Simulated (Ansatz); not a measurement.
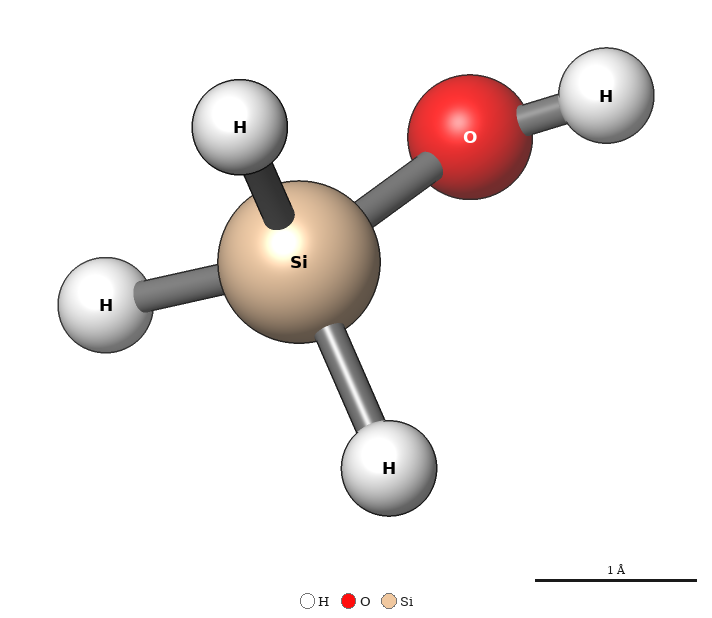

Ball-and-stick drawing of a structure. Every bond is drawn as one stick, whatever its order.

Describe the molecule.

Formula H4OSi. This geometry has Cs symmetry. Coordination: 1 O bent; 1 Si tetrahedral.

The parts below concern this one geometry. Atoms keep their numbers from picture to picture. Computed geometry: PBE0-D4/def2-TZVP optimisation.

Geometry

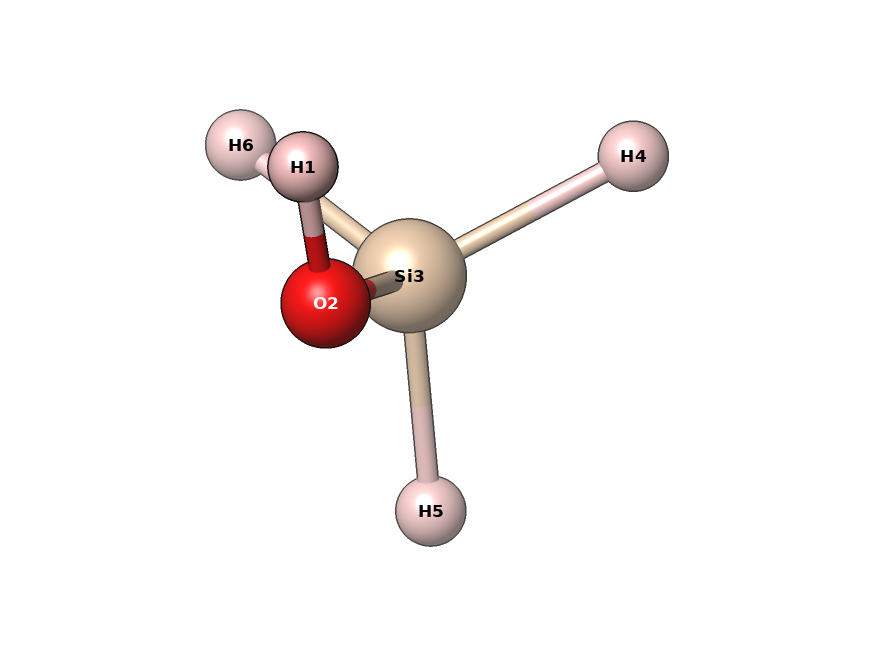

Si3 lies behind O2. The molecule seen a little off the O2–Si3 bond, O2 in front. Depth is shown by fading: the farther an atom, the more it takes the colour of the background.

What is the torsion angle H1–O2–Si3–H4? The sign is positive where the front bond must turn clockwise to cover the back bond.

Answer. 60°, synclinal (gauche).

Electronic properties

Properties computed with RKS PBE0-D4/def2-TZVPP (Ansatz 0.2.0).

What does the calculation give?

- HOMO energy (Kohn–Sham orbital): −8.73 eV
- LUMO energy (Kohn–Sham orbital): 0.04 eV
- HOMO–LUMO gap: 8.77 eV

Vibrations

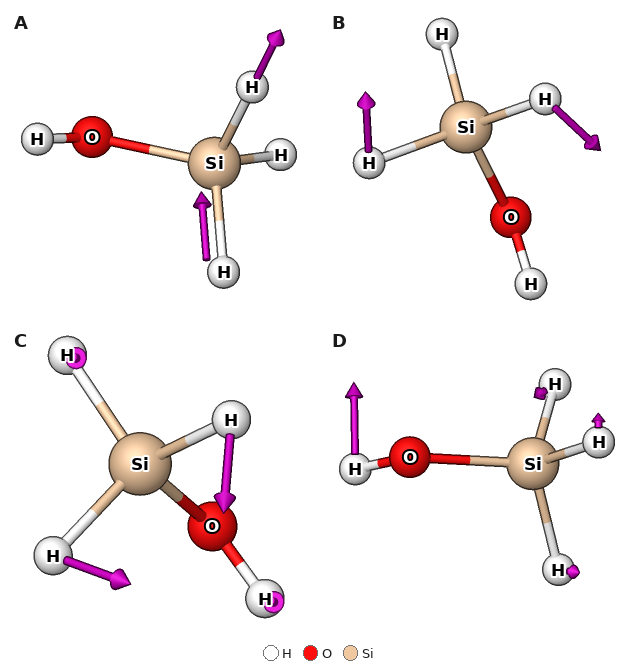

4 normal modes of one molecule or complex, as arrows. Harmonic vibrations computed with RKS PBE0-D4/def2-TZVP (Ansatz 0.2.0) at a stationary point of the same level.

Match the panels to the wavenumbers 196 cm⁻¹, 719 cm⁻¹, 967 cm⁻¹, 2209 cm⁻¹.

Answer. A: 2209 cm⁻¹, out-of-phase stretching of 2 Si–H bonds
B: 719 cm⁻¹, H–Si–O bending
C: 967 cm⁻¹, H–Si–H bending
D: 196 cm⁻¹, a torsion or out-of-plane motion in which bond lengths and bond angles hardly change

Charges

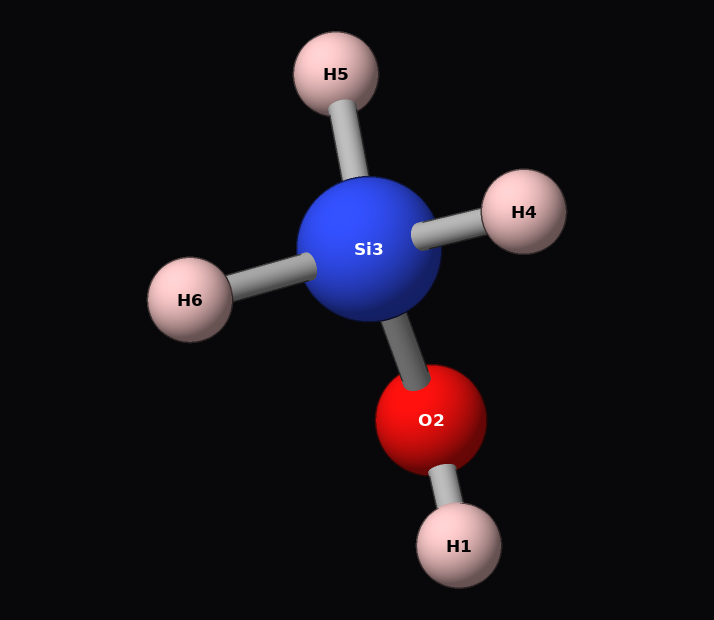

The questions are on Mulliken charges. Method: RKS PBE0-D4/def2-TZVP (Ansatz 0.2.0).

Give the Mulliken charges atom by atom.

```csv
atom,value (e)
H1,0.32
O2,−0.53
Si3,0.33
H4,−0.05
H5,−0.03
H6,−0.05
```

Mulliken values depend strongly on the basis set and can even reverse the polarity of a bond.
